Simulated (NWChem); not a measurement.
Si₂H₆: single-point calculation (part 2 of 3)

The same run, continued: Si₂H₆; CCSD/aug-cc-pVDZ, RHF (NWChem 7.3.0). The geometry comes from this level: PBE0-D4/def2-TZVP.

Geometry of the input (Å):
```
Si -0.3405  0.4902  -1.0049
Si 0.3635  -0.5044  0.9910
H  0.8339  0.9482  -1.7949
H  -1.1129  -0.4839  -1.8219
H  -1.2080  1.6641  -0.7179
H  1.1390  0.4686  1.8063
H  1.2281  -1.6805  0.7040
H  -0.8110  -0.9592  1.7826
```

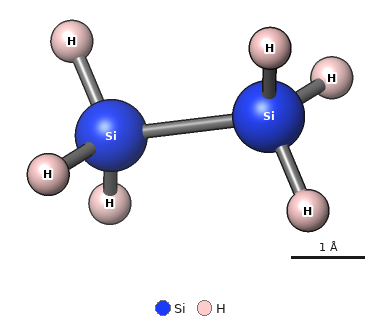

Figure 1. The structure as given in the input (ball-and-stick view, seen at a tilt).

Output, continued:
```
 Vector   15  Occ=2.000000D+00  E=-4.708152D-01
              MO Center=  1.3D-02, -7.4D-03, -8.5D-03, r^2= 4.8D+00
   Bfn.  Coefficient  Atom+Function         Bfn.  Coefficient  Atom+Function
  ----- ------------  ---------------      ----- ------------  ---------------
    64      0.263253  4 H  s                 82      0.263237  6 H  s
    13     -0.213095  1 Si py                40      0.213149  2 Si py
    10     -0.183563  1 Si py                37      0.183563  2 Si py
    55     -0.152236  3 H  s                100     -0.151462  8 H  s

 Vector   16  Occ=2.000000D+00  E=-4.708055D-01
              MO Center=  9.8D-03, -7.1D-03, -6.0D-03, r^2= 4.8D+00
   Bfn.  Coefficient  Atom+Function         Bfn.  Coefficient  Atom+Function
  ----- ------------  ---------------      ----- ------------  ---------------
    73      0.239775  5 H  s                 91      0.239531  7 H  s
    55     -0.216073  3 H  s                100     -0.216512  8 H  s
    12     -0.207021  1 Si px                39      0.207128  2 Si px
     9     -0.178327  1 Si px                36      0.178376  2 Si px

 Vector   17  Occ=2.000000D+00  E=-4.045622D-01
              MO Center=  1.2D-02, -7.1D-03, -7.0D-03, r^2= 3.0D+00
   Bfn.  Coefficient  Atom+Function         Bfn.  Coefficient  Atom+Function
  ----- ------------  ---------------      ----- ------------  ---------------
    11      0.277854  1 Si pz                38     -0.277856  2 Si pz
    14      0.190676  1 Si pz                41     -0.190674  2 Si pz

 Vector   18  Occ=0.000000D+00  E= 3.922422D-02
              MO Center=  1.1D-02, -7.1D-03, -6.8D-03, r^2= 2.1D+01
   Bfn.  Coefficient  Atom+Function         Bfn.  Coefficient  Atom+Function
  ----- ------------  ---------------      ----- ------------  ---------------
     5      3.004766  1 Si s                 32      3.005135  2 Si s
    57     -1.170602  3 H  s                 66     -1.170520  4 H  s
    75     -1.170571  5 H  s                 84     -1.170588  6 H  s
    93     -1.170616  7 H  s                102     -1.170611  8 H  s
     4     -0.335104  1 Si s                 31     -0.335149  2 Si s

 Vector   19  Occ=0.000000D+00  E= 4.154371D-02
              MO Center=  1.1D-02, -7.0D-03, -7.0D-03, r^2= 2.9D+01
   Bfn.  Coefficient  Atom+Function         Bfn.  Coefficient  Atom+Function
  ----- ------------  ---------------      ----- ------------  ---------------
     5      5.546527  1 Si s                 32     -5.546391  2 Si s
    17      1.489743  1 Si pz                44      1.489838  2 Si pz
    14      0.988212  1 Si pz                41      0.988201  2 Si pz
    16     -0.742409  1 Si py                43     -0.742323  2 Si py
    15      0.525530  1 Si px                42      0.525462  2 Si px

 Vector   20  Occ=0.000000D+00  E= 6.471442D-02
              MO Center=  4.1D-04, -7.7D-03, -3.3D-03, r^2= 1.9D+01
   Bfn.  Coefficient  Atom+Function         Bfn.  Coefficient  Atom+Function
  ----- ------------  ---------------      ----- ------------  ---------------
    66      1.151231  4 H  s                 84     -1.154707  6 H  s
    43      1.059757  2 Si py                16      1.052249  1 Si py
    15      0.817605  1 Si px                42      0.805484  2 Si px
    57     -0.781886  3 H  s                102      0.768435  8 H  s
    93      0.386117  7 H  s                 75     -0.369263  5 H  s

 Vector   21  Occ=0.000000D+00  E= 6.471502D-02
              MO Center=  2.3D-02, -6.5D-03, -1.0D-02, r^2= 1.9D+01
   Bfn.  Coefficient  Atom+Function         Bfn.  Coefficient  Atom+Function
  ----- ------------  ---------------      ----- ------------  ---------------
    75      1.115814  5 H  s                 93     -1.110371  7 H  s
    42      1.008248  2 Si px                15      0.998459  1 Si px
   102      0.889675  8 H  s                 57     -0.877817  3 H  s
    17     -0.664381  1 Si pz                44     -0.661738  2 Si pz
    16     -0.626534  1 Si py                43     -0.614233  2 Si py

 Vector   22  Occ=0.000000D+00  E= 7.158484D-02
              MO Center=  2.0D-02, -1.3D-02, -1.3D-02, r^2= 2.2D+01
   Bfn.  Coefficient  Atom+Function         Bfn.  Coefficient  Atom+Function
  ----- ------------  ---------------      ----- ------------  ---------------
    15      3.570570  1 Si px                42     -3.571007  2 Si px
    57     -3.137284  3 H  s                102     -3.138541  8 H  s
    75      2.783464  5 H  s                 93      2.781552  7 H  s
    17     -1.676322  1 Si pz                44      1.675752  2 Si pz
    16     -0.836572  1 Si py                43      0.835324  2 Si py

 Vector   23  Occ=0.000000D+00  E= 7.158534D-02
              MO Center=  3.0D-03, -1.7D-03, -1.3D-03, r^2= 2.2D+01
   Bfn.  Coefficient  Atom+Function         Bfn.  Coefficient  Atom+Function
  ----- ------------  ---------------      ----- ------------  ---------------
    16      3.552260  1 Si py                43     -3.552531  2 Si py
    66      3.418554  4 H  s                 84      3.418395  6 H  s
    75     -2.015866  5 H  s                 93     -2.017905  7 H  s
    15      1.426974  1 Si px                42     -1.426056  2 Si px
    57     -1.402508  3 H  s                102     -1.400191  8 H  s

 Vector   24  Occ=0.000000D+00  E= 7.436862D-02
              MO Center=  1.1D-02, -7.1D-03, -7.0D-03, r^2= 2.3D+01
   Bfn.  Coefficient  Atom+Function         Bfn.  Coefficient  Atom+Function
  ----- ------------  ---------------      ----- ------------  ---------------
    17      1.234509  1 Si pz                44     -1.234450  2 Si pz
     5     -1.009006  1 Si s                 32     -1.009125  2 Si s
    16     -0.615555  1 Si py                43      0.615618  2 Si py
    15      0.435325  1 Si px                42     -0.435351  2 Si px
    57      0.222599  3 H  s                 66      0.222140  4 H  s

 Vector   25  Occ=0.000000D+00  E= 8.903947D-02
              MO Center=  5.5D-03, -4.3D-03, -3.6D-03, r^2= 2.3D+01
   Bfn.  Coefficient  Atom+Function         Bfn.  Coefficient  Atom+Function
  ----- ------------  ---------------      ----- ------------  ---------------
    66      2.795546  4 H  s                 84      2.797310  6 H  s
    75     -1.526278  5 H  s                 93     -1.494317  7 H  s
   102     -1.302852  8 H  s                 57     -1.269334  3 H  s
    13      0.893890  1 Si py                40     -0.891593  2 Si py
    65      0.687249  4 H  s                 83      0.687493  6 H  s

 Vector   26  Occ=0.000000D+00  E= 8.903969D-02
              MO Center=  1.8D-02, -1.0D-02, -1.1D-02, r^2= 2.3D+01
   Bfn.  Coefficient  Atom+Function         Bfn.  Coefficient  Atom+Function
  ----- ------------  ---------------      ----- ------------  ---------------
    57      2.494915  3 H  s                102      2.477635  8 H  s
    93     -2.366878  7 H  s                 75     -2.346689  5 H  s
    12     -0.890618  1 Si px                39      0.886977  2 Si px
    15     -0.652771  1 Si px                42      0.643671  2 Si px
    56      0.612285  3 H  s                101      0.610005  8 H  s

 Vector   27  Occ=0.000000D+00  E= 1.023737D-01
              MO Center=  1.8D-02, -5.9D-03, -8.7D-03, r^2= 2.1D+01
   Bfn.  Coefficient  Atom+Function         Bfn.  Coefficient  Atom+Function
  ----- ------------  ---------------      ----- ------------  ---------------
    75      5.714134  5 H  s                 93     -5.726432  7 H  s
    57     -4.198034  3 H  s                102      4.162523  8 H  s
    15      2.175180  1 Si px                42      2.145169  2 Si px
    43     -1.587536  2 Si py                16     -1.553345  1 Si py
    84      1.557918  6 H  s                 17     -1.538910  1 Si pz

 Vector   28  Occ=0.000000D+00  E= 1.023753D-01
              MO Center=  4.9D-03, -8.3D-03, -5.1D-03, r^2= 2.1D+01
   Bfn.  Coefficient  Atom+Function         Bfn.  Coefficient  Atom+Function
  ----- ------------  ---------------      ----- ------------  ---------------
    66      5.720942  4 H  s                 84     -5.708587  6 H  s
   102      4.208488  8 H  s                 57     -4.171941  3 H  s
    16      2.320556  1 Si py                43      2.297310  2 Si py
    42      2.012374  2 Si px                15      1.979334  1 Si px
    75     -1.554360  5 H  s                 93      1.505478  7 H  s

 Vector   29  Occ=0.000000D+00  E= 1.030316D-01
              MO Center=  1.2D-02, -7.1D-03, -7.0D-03, r^2= 2.5D+01
   Bfn.  Coefficient  Atom+Function         Bfn.  Coefficient  Atom+Function
  ----- ------------  ---------------      ----- ------------  ---------------
     5      5.601758  1 Si s                 32     -5.601961  2 Si s
    57     -4.298533  3 H  s                 66     -4.301768  4 H  s
    75     -4.294495  5 H  s                 84      4.301608  6 H  s
    93      4.294898  7 H  s                102      4.298468  8 H  s
    17     -3.604675  1 Si pz                44     -3.604352  2 Si pz

 Vector   30  Occ=0.000000D+00  E= 1.408592D-01
              MO Center=  1.1D-02, -7.1D-03, -6.9D-03, r^2= 2.0D+01
   Bfn.  Coefficient  Atom+Function         Bfn.  Coefficient  Atom+Function
  ----- ------------  ---------------      ----- ------------  ---------------
     5     10.894486  1 Si s                 32    -10.894586  2 Si s
    14      2.273532  1 Si pz                41      2.273482  2 Si pz
    17      1.699428  1 Si pz                44      1.699567  2 Si pz
     4     -1.611937  1 Si s                 31      1.612099  2 Si s
    13     -1.132852  1 Si py                40     -1.133002  2 Si py

 Vector   31  Occ=0.000000D+00  E= 1.592563D-01
              MO Center=  1.4D-02, -6.8D-03, -7.5D-03, r^2= 1.2D+01
   Bfn.  Coefficient  Atom+Function         Bfn.  Coefficient  Atom+Function
  ----- ------------  ---------------      ----- ------------  ---------------
    75      4.643517  5 H  s                 93     -4.644165  7 H  s
    57     -3.643673  3 H  s                102      3.643638  8 H  s
    15      2.012158  1 Si px                42      2.007164  2 Si px
    17     -1.342416  1 Si pz                44     -1.343591  2 Si pz
    43     -1.276423  2 Si py                16     -1.269357  1 Si py

 Vector   32  Occ=0.000000D+00  E= 1.592590D-01
              MO Center=  8.9D-03, -7.2D-03, -6.3D-03, r^2= 1.2D+01
   Bfn.  Coefficient  Atom+Function         Bfn.  Coefficient  Atom+Function
  ----- ------------  ---------------      ----- ------------  ---------------
    66      4.784716  4 H  s                 84     -4.784833  6 H  s
    57     -3.259156  3 H  s                102      3.258165  8 H  s
    16      2.121660  1 Si py                43      2.117561  2 Si py
    15      1.654603  1 Si px                42      1.660607  2 Si px
    75     -1.525850  5 H  s                 93      1.526640  7 H  s

 Vector   33  Occ=0.000000D+00  E= 1.651489D-01
              MO Center=  1.2D-02, -7.2D-03, -7.1D-03, r^2= 1.5D+01
   Bfn.  Coefficient  Atom+Function         Bfn.  Coefficient  Atom+Function
  ----- ------------  ---------------      ----- ------------  ---------------
     5      6.389985  1 Si s                 32      6.390114  2 Si s
     4     -2.416348  1 Si s                 31     -2.416442  2 Si s
    57     -1.764795  3 H  s                 66     -1.765439  4 H  s
    75     -1.766665  5 H  s                 84     -1.765679  6 H  s
    93     -1.764655  7 H  s                102     -1.766575  8 H  s

 Vector   34  Occ=0.000000D+00  E= 1.949355D-01
              MO Center=  1.3D-02, -7.9D-03, -8.0D-03, r^2= 1.1D+01
   Bfn.  Coefficient  Atom+Function         Bfn.  Coefficient  Atom+Function
  ----- ------------  ---------------      ----- ------------  ---------------
    57     -2.714697  3 H  s                102     -2.724663  8 H  s
    75      2.613540  5 H  s                 93      2.601809  7 H  s
    15      2.526488  1 Si px                42     -2.529201  2 Si px
    17     -1.282353  1 Si pz                44      1.280300  2 Si pz
    12      1.149885  1 Si px                39     -1.152339  2 Si px

 Vector   35  Occ=0.000000D+00  E= 1.949393D-01
              MO Center=  9.7D-03, -6.4D-03, -5.9D-03, r^2= 1.1D+01
   Bfn.  Coefficient  Atom+Function         Bfn.  Coefficient  Atom+Function
  ----- ------------  ---------------      ----- ------------  ---------------
    66      3.076050  4 H  s                 84      3.076022  6 H  s
    16      2.542488  1 Si py                43     -2.544306  2 Si py
    93     -1.643270  7 H  s                 75     -1.626537  5 H  s
    57     -1.449663  3 H  s                102     -1.432229  8 H  s
    15      1.215115  1 Si px                42     -1.210058  2 Si px

 Vector   36  Occ=0.000000D+00  E= 2.173411D-01
              MO Center=  1.2D-02, -7.1D-03, -7.0D-03, r^2= 1.2D+01
   Bfn.  Coefficient  Atom+Function         Bfn.  Coefficient  Atom+Function
  ----- ------------  ---------------      ----- ------------  ---------------
     5      9.953256  1 Si s                 32     -9.953553  2 Si s
    57     -2.939343  3 H  s                 66     -2.939688  4 H  s
    75     -2.939155  5 H  s                 84      2.939482  6 H  s
    93      2.939517  7 H  s                102      2.939415  8 H  s
     4     -2.019400  1 Si s                 31      2.019661  2 Si s

 Vector   37  Occ=0.000000D+00  E= 2.385836D-01
              MO Center=  1.0D-02, -6.6D-03, -6.3D-03, r^2= 9.2D+00
   Bfn.  Coefficient  Atom+Function         Bfn.  Coefficient  Atom+Function
  ----- ------------  ---------------      ----- ------------  ---------------
    57      0.986035  3 H  s                102     -0.981907  8 H  s
    93      0.925704  7 H  s                 75     -0.920908  5 H  s
    12      0.892029  1 Si px                39      0.895932  2 Si px
    15     -0.664969  1 Si px                42     -0.660369  2 Si px
    27     -0.639476  1 Si d  2              54      0.636029  2 Si d  2

 Vector   38  Occ=0.000000D+00  E= 2.385850D-01
              MO Center=  1.3D-02, -7.6D-03, -7.5D-03, r^2= 9.2D+00
   Bfn.  Coefficient  Atom+Function         Bfn.  Coefficient  Atom+Function
  ----- ------------  ---------------      ----- ------------  ---------------
    66      1.101260  4 H  s                 84     -1.101286  6 H  s
    13     -0.895387  1 Si py                40     -0.897872  2 Si py
    27      0.786964  1 Si d  2              54     -0.788932  2 Si d  2
    16      0.666067  1 Si py                43      0.663101  2 Si py
    75     -0.606169  5 H  s                 93      0.599842  7 H  s
```
